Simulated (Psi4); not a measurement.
**As2 (SMILES [As]#[As]) at OMP2/def2-TZVPPD (density fitting for correlation)**

Aim: the vertical electron affinity of As2 at OMP2/def2-TZVPPD (density fitting for correlation), from 2 runs. 

The results are computed with Psi4 1.11.

1 further run of the same task is left out (it didn't finish).

### 1 The system as given

The species is As2 (2 atoms), meant as a singlet with charge 0. As SMILES, `[As]#[As]`. The shape is that of a PBE0-D4/def2-TZVP optimisation.

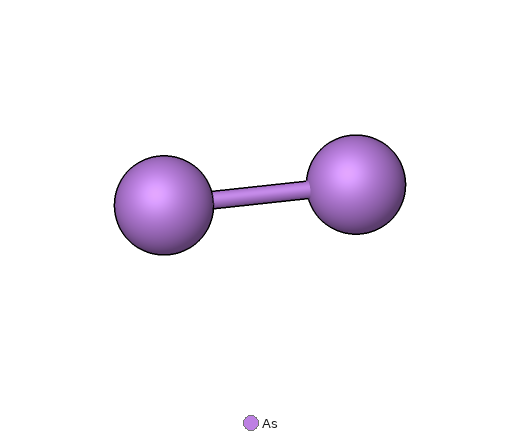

The structure, seen from a chosen angle (arsenic purple).

### 2 The energy at OMP2/def2-TZVPPD (density fitting for correlation)

as2.inp

```
memory 2.2 GB

molecule m {
  0 1
  As
  As 1 R2

  R2 = 2.08901
  symmetry c1
}

set {
  basis           def2-TZVPPD
  reference       rhf
  puream          true
  e_convergence   1e-09
  d_convergence   1e-08
  scf_type        pk
  num_frozen_docc 18
}

e, wfn = energy("omp2", return_wfn=True)
```

On the command line:

```
$ psi4 -i as2.inp -o as2.out -n 1
```

as2.out:

```text
[...]
  Running in c1 symmetry.
[...]
  Nuclear repulsion =  275.859848645832130
[...]
  Multiplicity = 1
[...]
  Nalpha       = 33
  Nbeta        = 33
[...]
    Number of basis functions: 108
[...]
   @RHF iter   1: -4466.91393871297623   -6.33011e+00   2.93390e-02 DIIS/ADIIS
[...]
   @RHF iter   9: -4468.40908003026107   -2.45564e-10   7.43831e-09 DIIS
[...]
    Orbital Energies [Eh]
    ---------------------
    Doubly Occupied:
       1A   -432.595142     2A   -432.595134     3A    -56.320262
       4A    -56.320256     5A    -50.164855     6A    -50.164855
       7A    -50.164843     8A    -50.164843     9A    -50.163491
      10A    -50.163474    11A     -8.040613    12A     -8.040344
      13A     -5.893914    14A     -5.893914    15A     -5.893721
      16A     -5.893721    17A     -5.891488    18A     -5.889982
      19A     -2.129571    20A     -2.127316    21A     -2.127316
      22A     -2.126259    23A     -2.126259    24A     -2.125331
      25A     -2.125331    26A     -2.119171    27A     -2.119171
      28A     -2.114346    29A     -0.861345    30A     -0.605222
      31A     -0.377823    32A     -0.341611    33A     -0.341611
[...]
  @RHF Final Energy: -4468.40908003026107
   => Energetics <=
    Nuclear Repulsion Energy =            275.8598486458321304
    One-Electron Energy =               -6780.4927874131753924
    Two-Electron Energy =                2036.2238587370825371
    Total Energy =                      -4468.4090800302601565
[...]
 Multipole Moments:
 ------------------------------------------------------------------------------------
     Multipole            Electronic (a.u.)      Nuclear  (a.u.)        Total (a.u.)
 ------------------------------------------------------------------------------------
 L = 1.  Multiply by 2.5417464519 to convert [e a0] to [Debye]
 Dipole X            :          0.0000000            0.0000000            0.0000000
 Dipole Y            :         -0.0000000            0.0000000           -0.0000000
 Dipole Z            :         -0.0000000            0.0000000           -0.0000000
 Magnitude           :                                                    0.0000000
[...]
	Warning: cc_lambda option is changed to TRUE
	For this residual convergence, default PCG convergence is:     1.00e-07
[...]
	DF-MP2 Total Energy (a.u.)         : -4468.92299188290235
[...]
	DF-MP2 Total Energy (a.u.)         : -4468.93826366492885
[...]
	DF-OMP2 Total Energy (a.u.)        : -4468.93826366485882
[...]
```

Run time: 70 s. Hardware: 1 thread of INTEL XEON PLATINUM 8581C at 2.10GHz (Emerald Rapids), shared host; peak memory 0.48 GiB.

### 3 The doublet anion

as2.py

```python
import psi4

psi4.set_memory(2200000000)
psi4.set_num_threads(1)
psi4.core.set_output_file('run.log', False)

mol = psi4.geometry("""
-1 2
As
As 1 2.08901
symmetry c1
no_reorient
no_com
""")

options = {'basis': 'def2-TZVPPD', 'reference': 'uhf', 'puream': True, 'e_convergence': 1e-09, 'd_convergence': 1e-08, 'scf_type': 'pk', 'num_frozen_docc': 18, 'maxiter': 100}
psi4.set_options(options)

energy_value = psi4.energy("omp2")
print(f'omp2 energy: {energy_value:.10f} Eh')
for k, v in sorted(psi4.core.scalar_variables().items()):
    print(f'{k:45s} {v:18.10f}')
```

On the command line:

```
$ python as2.py
```

run.log, shortened:

```text
[...]
  Running in c1 symmetry.
[...]
  Nuclear repulsion =  275.859848645832187
[...]
  Multiplicity = 2
[...]
  Nalpha       = 34
  Nbeta        = 33
[...]
    Number of basis functions: 108
[...]
   @UHF iter   1: -4466.67644470005143   -6.09262e+00   3.02331e-02 ADIIS/DIIS
[...]
   @UHF iter  12: -4468.42106678356504   -1.81899e-12   2.32128e-09 DIIS
[...]
   @S^2 Observed:                7.753020580E-01
[...]
  @UHF Final Energy: -4468.42106678356504
   => Energetics <=
    Nuclear Repulsion Energy =            275.8598486458321872
    One-Electron Energy =               -6796.6212749774767872
    Two-Electron Energy =                2052.3403595480795047
    Total Energy =                      -4468.4210667835650383
  UHF NO Occupations:
  HONO-2 :   32  A 1.9978196
  HONO-1 :   33  A 1.9916617
[...]
 Multipole Moments:
 ------------------------------------------------------------------------------------
     Multipole            Electronic (a.u.)      Nuclear  (a.u.)        Total (a.u.)
 ------------------------------------------------------------------------------------
 L = 1.  Multiply by 2.5417464519 to convert [e a0] to [Debye]
 Dipole X            :          0.0000000            0.0000000            0.0000000
 Dipole Y            :          0.0000000            0.0000000            0.0000000
 Dipole Z            :         -0.0000000           -0.0000000           -0.0000000
 Magnitude           :                                                    0.0000000
[...]
	Warning: cc_lambda option is changed to TRUE
	For this residual convergence, default PCG convergence is:     1.00e-07
[...]
	DF-SCS-MP2 Total Energy (a.u.)     : -4468.89396208498420
	DF-SOS-MP2 Total Energy (a.u.)     : -4468.87419027200394
[...]
	DF-SCS-OMP2 Total Energy (a.u.)    : -4468.90397947292149
	DF-SOS-OMP2 Total Energy (a.u.)    : -4468.84525213945926
	DF-SCS(N)-OMP2 Total Energy (a.u.) : -4468.71843593109588
[...]
	DF-OMP2 Total Energy (a.u.)        : -4468.94861805145592
[...]
```

Wall time 3 min (1 thread of INTEL XEON PLATINUM 8581C at 2.10GHz (Emerald Rapids), shared host); peak memory 0.48 GiB.

### 4 What came out

Level: OMP2/def2-TZVPPD (density fitting for correlation), 18 core orbitals frozen.

| quantity | value |
| --- | --- |
| singlet As2: total energy | -4468.93826 Eh |
| singlet As2: HOMO energy (Hartree–Fock orbitals) | -9.30 eV |
| singlet As2: LUMO energy (Hartree–Fock orbitals) | 0.21 eV |
| singlet As2: HOMO–LUMO gap (Hartree–Fock orbitals) | 9.51 eV |
| singlet As2: correlation energy (18 core orbitals frozen) | -529.2 mEh |
| doublet anion: total energy | -4468.94862 Eh |
| doublet anion: HOMO energy (Hartree–Fock orbitals) (highest over α and β) | -0.91 eV |
| doublet anion: LUMO energy (Hartree–Fock orbitals) (lowest over α and β) | 5.65 eV |
| doublet anion: correlation energy (18 core orbitals frozen) | -527.6 mEh |
| doublet anion: ⟨S²⟩ of the reference determinant | 0.775 |
| vertical electron affinity (to the doublet anion) | 0.282 eV |

In words: At fixed nuclei the extra electron is bound by 0.28 eV (27.2 kJ/mol).
